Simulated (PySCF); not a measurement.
**AlF₂H₃OSi: density, localisation and related maps**

```
atom    x (Å)    y (Å)    z (Å)
  Al   1.5590   0.9802  -0.2289
   F   1.9159   2.2357   0.7781
   F   2.6226   0.6493  -1.4447
   O   0.1682   0.0809  -0.0214
  Si  -1.2142  -0.8043   0.1649
   H  -2.2950   0.0568   0.7297
   H  -0.9591  -1.9447   1.0941
   H  -1.6591  -1.3396  -1.1555
```

Geometry: PBE0-D3(BJ)/def2-SVP.

The calculation used PBE0/pcSseg-1 Al:pcSseg-2, SCF density, gas phase, non-relativistic (PySCF).

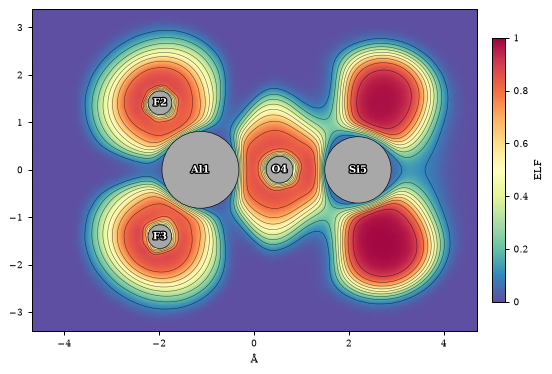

Figure 1. Electron localisation function on the plane of atoms F3, Al1 and O4. Grey discs cover the atomic cores.

Describe what can be read from this map.

Atoms in the plane: Al, F, O and Si. Al–F (1.65 Å): the ELF peaks at about 0.85 in the valence shell of F, 0.5 Å from its nucleus, and is about 0.35 at the midpoint. Si–O (1.65 Å): the ELF peaks at about 0.85 between the atoms: a shared but strongly polarised pair. Al–O (1.67 Å): the ELF peaks at about 0.85 in the valence shell of O, 0.6 Å from its nucleus, and is about 0.45 at the midpoint. The ELF also peaks beside F3, O4 and F2, away from the bonds: lone-pair regions.

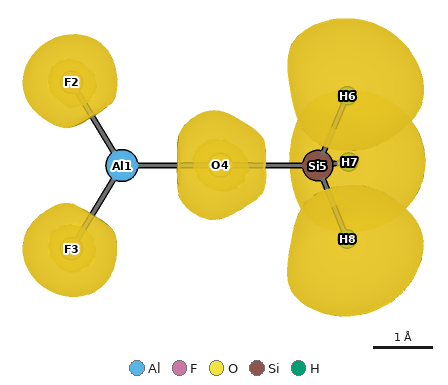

Figure 2. Isosurface of the electron localisation function at 0.75 (yellow), seen across its widest extent. Core shells and regions of very low density are left out.

Where are the electrons localised?

The ELF exceeds this value in three regions around hydrogen nuclei, two regions wrapped around F (the valence shell of each) and one region wrapped around O (its valence shell).

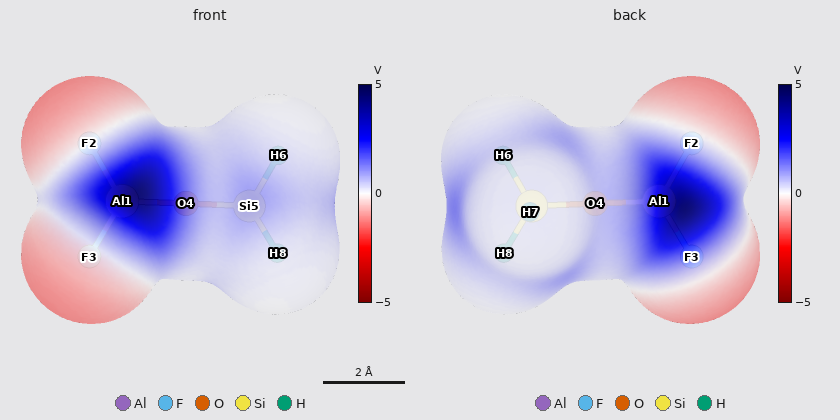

Figure 3. The electrostatic potential painted on the density surface at 0.001 e/bohr³, seen from the front and from behind; red is negative and blue positive.

Where is the surface potential most negative and most positive?

The most negative region (about −1.1 V, or −25 kcal/mol for a unit charge) lies over F2 and F3, the most positive (about +4.3 V, or +99 kcal/mol for a unit charge) over Al1.

How polar is the molecule by this calculation?

Its dipole moment is 1.53 D.
